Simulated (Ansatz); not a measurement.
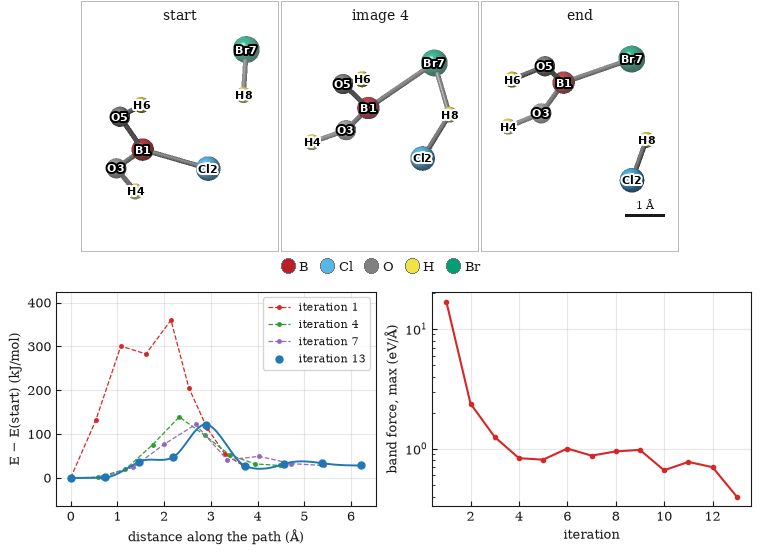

NEB run on BH$_{3}$O$_{2}$BrCl, made up at the start of BH2O2Cl and HBr. Images are numbered from 0 (start) to 8 (end). The plot follows the band through its iterations. The picture is a ball-and-stick view, seen from a free direction.

The calculation used Ansatz, RKS PBE0-D4/def2-mTZVP. Settings: 7 movable images; climbing image; force threshold 0.5 eV/Å; iteration limit 60; starting path through a guess of the saddle point.

Judge this run.

Answer. The run met only a loose threshold, so the barrier can't be trusted yet. The band converged in 13 iterations. The largest component of the band force went from 17 to 0.4 eV/Å. The climbing image converged on the top of the path. Its curvatures weren't checked. The force threshold is so loose that the height of the top is at best an upper bound. The first iteration put the highest image at 360.1 kJ/mol. Forward barrier 121.8 kJ/mol, backward barrier 93.4 kJ/mol, with image 4 at the top; the reaction energy is +28.3 kJ/mol. The profile has 2 maxima (images 4, 7) with a dip at image 5 (+27.2 kJ/mol), so the process runs in steps.

Limits of the set-up: the start holds two separate molecules, 2.5 Å apart at their closest, whose relative position is a soft coordinate.

The run took 4.3 min on 4 threads of Arm Neoverse V1, with other jobs on the host, peak memory 0.36 GiB.
